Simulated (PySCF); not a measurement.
Se(Br)(GeH3), SMILES [Se]([GeH3])Br at its PBE0/def2-SVP optimised geometry (Å):

```
6

Se    -1.3224    -0.4170     0.0000
Br    -1.5539     1.9109     0.0000
Ge     1.0462    -0.4170     0.0000
H      1.4165    -1.9109    -0.0035
H      1.5535     0.2884    -1.2656
H      1.5539     0.2824     1.2688
```

Level of theory: PySCF 2.14.0 with PBE0/def2-TZVP.

Map of the log10 of the electron density (e/bohr³), floored at −4 on the plane z = 0.8 Å:

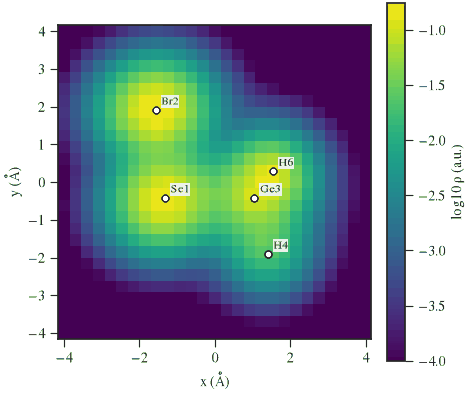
Figure. Log10 of the electron density (e/bohr³), floored at −4 on the plane z = 0.8 Å.
